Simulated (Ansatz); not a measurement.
Geometry relaxation of WH₂Cl₃OF₃ (part 2 of 2)

The same run, continued: WH₂Cl₃OF₃; RKS PBE/def2-SVP (Ansatz 0.2.0). It belongs to a series of runs on one base structure; here: end point B relaxed.

### Trajectory as extended XYZ, continued
```
10
Properties=species:S:1:pos:R:3:forces:R:3 step=6 energy=-49587.77713
W     0.3281   -0.3621   -0.6611   -0.0444   0.0168   0.4477
F    -0.3393    0.8969    2.6949   -0.4016   0.8779   0.1222
Cl    2.4394    0.0004   -1.5137   -0.1514  -0.0746   0.0599
O     0.3477    1.2212    0.2865   -0.1987   0.1289  -0.1805
H     0.0543    1.3843    1.2470    0.0089  -0.0446   0.0467
F    -1.4256   -0.6520    0.0060    0.1693   0.0349  -0.2793
Cl    0.3088   -2.5660   -1.3736    0.0572   0.0245   0.1193
F    -0.4522    0.2591   -2.2362   -0.0232   0.0889  -0.0220
Cl    1.0959   -1.2218    1.4854    0.2464  -0.4343  -0.2557
H     0.1817    0.1063    2.5925    0.3374  -0.6185  -0.0583
10
Properties=species:S:1:pos:R:3:forces:R:3 step=7 energy=-49587.85051
W     0.2905   -0.3719   -0.6590   -0.1332  -0.0609   0.0004
F    -0.1781    0.9996    2.7534   -0.0996   0.3468   0.0213
Cl    2.4190    0.0202   -1.4420   -0.0113  -0.0135   0.0062
O     0.2316    1.2073    0.2834   -0.0622   0.0266   0.2685
H     0.0544    1.3801    1.2793   -0.0001   0.0120  -0.1711
F    -1.4963   -0.7104   -0.1287    0.1202   0.0120  -0.1005
Cl    0.3670   -2.5735   -1.3690    0.0070  -0.0422  -0.0261
F    -0.4151    0.2707   -2.2633   -0.0057   0.0401  -0.0194
Cl    1.0348   -1.2955    1.4539    0.0358  -0.0330   0.0308
H     0.2311    0.1398    2.6198    0.1492  -0.2877  -0.0100
10
Properties=species:S:1:pos:R:3:forces:R:3 step=8 energy=-49587.86395
W     0.2512   -0.3859   -0.6734   -0.2475  -0.1238  -0.0594
F    -0.0175    1.0954    2.8088    0.0989  -0.2216  -0.1869
Cl    2.4086    0.0378   -1.3720   -0.0611   0.0098   0.0334
O     0.1312    1.1746    0.2910   -0.0471  -0.0300   0.5885
H     0.0330    1.3616    1.3077    0.0361   0.0134  -0.4391
F    -1.5607   -0.7745   -0.2570    0.3073   0.0486  -0.0974
Cl    0.4242   -2.5834   -1.3967   -0.0272   0.0484  -0.0140
F    -0.3857    0.2875   -2.2974    0.0252  -0.0192   0.0714
Cl    0.9390   -1.3382    1.4558   -0.0622   0.1321   0.0482
H     0.3156    0.1914    2.6610   -0.0224   0.1422   0.0552
10
Properties=species:S:1:pos:R:3:forces:R:3 step=9 energy=-49587.87162
W     0.1928   -0.4085   -0.6775    0.4318   0.0529   0.3425
F     0.1764    1.1440    2.8151   -0.0130   0.0939   0.0506
Cl    2.3780    0.0782   -1.2468   -0.0042  -0.0074  -0.0101
O     0.0250    1.1161    0.3359   -0.1355  -0.0500  -0.6780
H     0.0145    1.4245    1.2956    0.0733  -0.1111   0.4023
F    -1.6028   -0.8603   -0.3957   -0.2978  -0.0125   0.0222
Cl    0.4799   -2.5846   -1.4203    0.0010   0.0774  -0.0351
F    -0.3553    0.3043   -2.3131   -0.0541   0.0200  -0.0439
Cl    0.7949   -1.3708    1.4774   -0.0095  -0.0423  -0.0171
H     0.4356    0.2236    2.6571    0.0081  -0.0208  -0.0334
10
Properties=species:S:1:pos:R:3:forces:R:3 step=10 energy=-49587.88353
W     0.2004   -0.4144   -0.6597   -0.1693   0.1444  -0.1696
F     0.2006    1.1770    2.7730    0.0429  -0.0635   0.1206
Cl    2.3850    0.0799   -1.2271   -0.0239   0.0163   0.0507
O    -0.0182    1.1175    0.3264    0.1071  -0.0613  -0.1287
H     0.0213    1.3585    1.3208   -0.0424   0.1011   0.0161
F    -1.6145   -0.8576   -0.4038    0.0284  -0.0428   0.0099
Cl    0.4832   -2.5702   -1.4453    0.0269  -0.0922   0.0192
F    -0.3494    0.3083   -2.2943    0.0299  -0.0154   0.0349
Cl    0.7797   -1.3778    1.4927   -0.0021   0.0182   0.0222
H     0.4508    0.2454    2.6450    0.0024  -0.0047   0.0248
10
Properties=species:S:1:pos:R:3:forces:R:3 step=11 energy=-49587.88925
W     0.1806   -0.4127   -0.6719   -0.0405  -0.0115  -0.0142
F     0.2382    1.1755    2.7883    0.0258   0.0235   0.0126
Cl    2.3765    0.0972   -1.1892   -0.0487  -0.0239  -0.0019
O    -0.0262    1.1138    0.3225   -0.0364   0.0289   0.0826
H     0.0148    1.3684    1.3180    0.0053  -0.0197  -0.1103
F    -1.6332   -0.8757   -0.4331    0.0944   0.0347  -0.0084
Cl    0.5011   -2.5774   -1.4337    0.0107   0.0299   0.0078
F    -0.3483    0.3087   -2.3134    0.0174  -0.0282   0.0441
Cl    0.7392   -1.3807    1.4926   -0.0025   0.0162  -0.0155
H     0.4961    0.2492    2.6477   -0.0256  -0.0498   0.0033
10
Properties=species:S:1:pos:R:3:forces:R:3 step=12 energy=-49587.89090
W     0.1768   -0.4117   -0.6695    0.0183  -0.0217  -0.0215
F     0.2640    1.1757    2.7914    0.0169  -0.0494  -0.0292
Cl    2.3714    0.1015   -1.1826   -0.0190  -0.0041   0.0047
O    -0.0390    1.1162    0.3221   -0.0062  -0.0059  -0.0351
H     0.0213    1.3725    1.3101    0.0038   0.0268   0.0517
F    -1.6337   -0.8766   -0.4371    0.0080   0.0005  -0.0041
Cl    0.5108   -2.5740   -1.4305    0.0003   0.0143   0.0055
F    -0.3467    0.3034   -2.3137   -0.0030  -0.0036   0.0065
Cl    0.7291   -1.3794    1.4946   -0.0044   0.0000  -0.0077
H     0.4850    0.2389    2.6432   -0.0147   0.0430   0.0291
10
Properties=species:S:1:pos:R:3:forces:R:3 step=13 energy=-49587.89106
W     0.1735   -0.4129   -0.6711   -0.0110  -0.0217   0.0028
F     0.2887    1.1837    2.7890   -0.0046  -0.0440  -0.0216
Cl    2.3689    0.1061   -1.1765   -0.0240  -0.0023   0.0097
O    -0.0467    1.1127    0.3232    0.0008   0.0195   0.0364
H     0.0264    1.3759    1.3114    0.0055  -0.0149  -0.0339
F    -1.6367   -0.8860   -0.4467    0.0302   0.0120  -0.0101
Cl    0.5214   -2.5725   -1.4334   -0.0019   0.0150   0.0041
F    -0.3493    0.3039   -2.3153    0.0030  -0.0087   0.0174
Cl    0.7122   -1.3839    1.4961   -0.0038   0.0049  -0.0107
H     0.4804    0.2394    2.6511    0.0059   0.0401   0.0058
10
Properties=species:S:1:pos:R:3:forces:R:3 step=14 energy=-49587.89130
W     0.1716   -0.4141   -0.6697   -0.0062   0.0010   0.0012
F     0.2901    1.1833    2.7855    0.0032  -0.0079   0.0045
Cl    2.3664    0.1084   -1.1673    0.0067  -0.0003  -0.0036
O    -0.0509    1.1130    0.3224    0.0001  -0.0024  -0.0021
H     0.0268    1.3753    1.3090   -0.0008  -0.0007   0.0030
F    -1.6382   -0.8860   -0.4493   -0.0007  -0.0013  -0.0032
Cl    0.5221   -2.5717   -1.4349   -0.0001   0.0037   0.0000
F    -0.3477    0.3027   -2.3145    0.0001  -0.0020   0.0010
Cl    0.7085   -1.3857    1.4951   -0.0001  -0.0002   0.0041
H     0.4903    0.2413    2.6516   -0.0022   0.0101  -0.0049
```

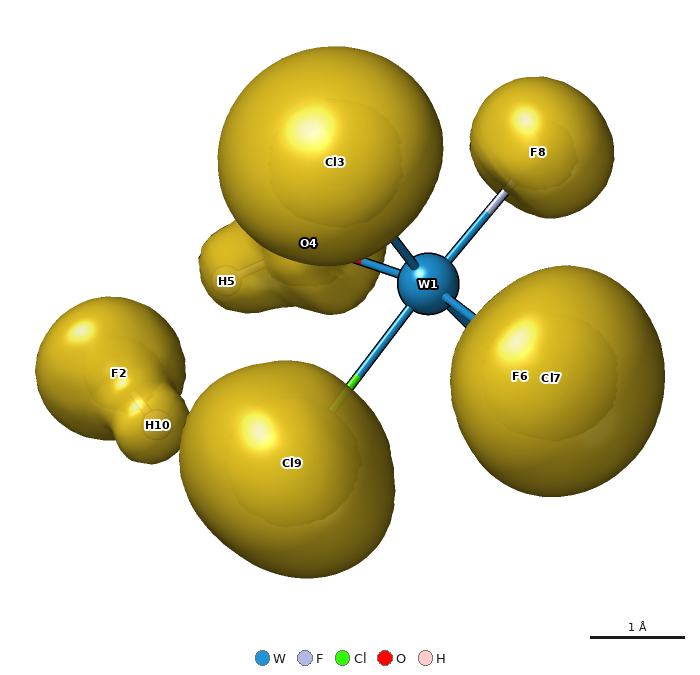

**Figure 1.** Isosurface of the electron localisation function at 0.75 (yellow), seen at a tilt. Only the valence region is drawn (cores and ρ < 0.01 e/Å³ removed). Profiles from the grid: F2···H5 (1.51 Å): the ELF is only about 0.25 between them; by its geometry a hydrogen bond between the two molecules, with no shared pair. W–O (1.83 Å): the ELF peaks at about 0.85 in the valence shell of O, 0.5 Å from its nucleus, and drops to about 0.25 between the two atoms.

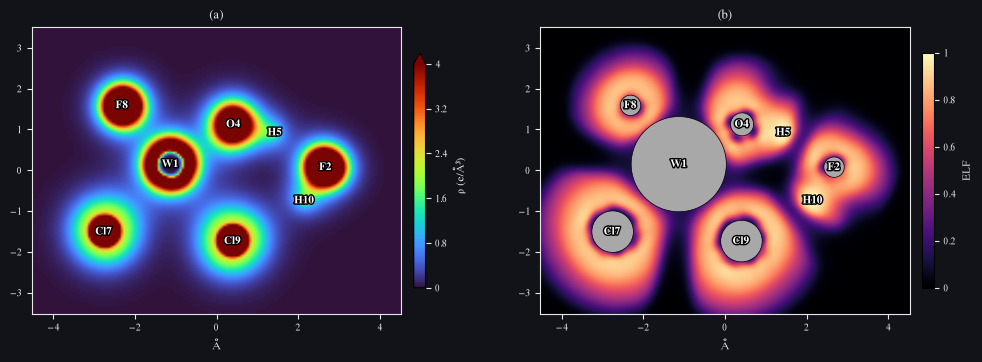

**Figure 2.** (a) electron density; (b) electron localisation function on the plane of atoms Cl7, W1 and Cl9. Grey discs, where drawn, cover atomic cores. The section cuts through W, F, O, H and Cl sites. F2···H5 (1.51 Å): ρ is about 0.95 e/Å³ halfway, with its minimum of 0.44 e/Å³ about 1.0 Å from F; the ELF is only about 0.25 between them (a closed-shell contact with the geometry of a hydrogen bond). W–Cl (2.32 Å): ρ at the midpoint is about 0.66 e/Å³; the ELF peaks at about 0.85 in the valence shell of Cl, 0.8 Å from its nucleus, and is about 0.35 at the midpoint.

This output came from the following input.

### The input
```yaml
crystal:
  periodic: [false, false, false]
  atoms:
    - { symbol: W, position_ang: [0.381522, -0.331948, -0.519858] }
    - { symbol: F, position_ang: [-0.634606, 0.537847, 2.263211] }
    - { symbol: Cl, position_ang: [2.367998, -0.078617, -1.668132] }
    - { symbol: O, position_ang: [0.500488, 1.35784, 0.252631] }
    - { symbol: H, position_ang: [0.128636, 1.517651, 1.158852] }
    - { symbol: F, position_ang: [-1.370206, -0.51802, 0.140122] }
    - { symbol: Cl, position_ang: [0.136482, -2.547763, -1.213298] }
    - { symbol: F, position_ang: [-0.431354, 0.298615, -2.090753] }
    - { symbol: Cl, position_ang: [1.545892, -1.231176, 1.354248] }
    - { symbol: H, position_ang: [-0.085951, 0.061971, 2.850776] }
basis:
  gaussian: { orbitals: def2-SVP }
hamiltonian:
  xc: pbe
relax:
  f_tol: 0.03
  max_steps: 50
output:
  orbitals: {}
```

Command:
```bash
ansatz run input.yaml --threads 4 --pin off --max-ram 5120MiB --backend cpu --events-out ev --progress --plain --runs-dir out
```

### Results in brief

- outcome: converged
- total energy: −49587.8914 eV
- mean-field energy: −49587.8914 eV
- largest force (length of the vector) at the end: 0.011 eV/Å
- hardware: 4 threads of Arm Neoverse V1, 24 GiB of memory available, shared host
- wall time: 47 s (CPU time 3 min)
- peak memory: 0.25 GiB
